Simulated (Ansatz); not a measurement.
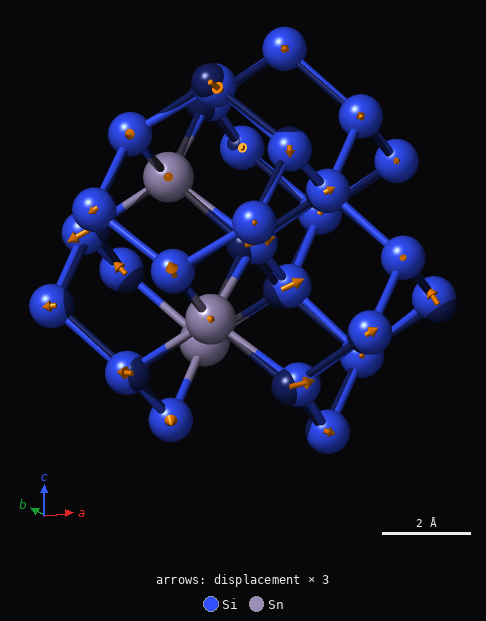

This is a relaxation of solid Si$_{56}$Sn$_{8}$ (a generated structure). The starting structure is drawn faded, the final one solid; orange arrows show the displacements, 3 times their true length.

The picture is a ball-and-stick view of the atoms within 5.0 Å of the atom that moves most (axes of the cell of the calculation (origin shifted)), seen slightly off an axis.

All numbers below come from DFT, PBEsol, PAW, plane waves (Ansatz 0.2.0). (plane-wave cutoff 420 eV; k-point mesh 1 × 1 × 1; mesh shifted by (0.25, 0.25, 0.25); no spin polarisation; cell relaxed at fixed shape; force threshold 0.03 eV/Å; at most 80 steps)

Question: Describe the change and its energy.

Answer: After 5 geometry steps the energy has fallen by 92.9 meV per atom. The largest force component goes from 3.9 to 0.023 eV/Å. Pressure: 1.51 GPa at the start and 0.01 GPa at the end. A Si atom moves most: 0.25 Å roughly along [3 0 1]. By element the largest moves are Si 0.25 Å, Sn 0.23 Å. The cell doesn't change. Near-neighbour distances that change, for instance: Si–Sn 2.370 → 2.556 Å, Si–Sn 2.396 → 2.559 Å, Si–Sn 2.419 → 2.565 Å, Si–Sn 2.411 → 2.544 Å. Bond angles that change, for instance: Si–Sn–Si 109.6° → 100.9°, Sn–Si–Sn 110.4° → 102.4°, Si–Sn–Si 110.7° → 104.1°. The space group stays P1 (No. 1).
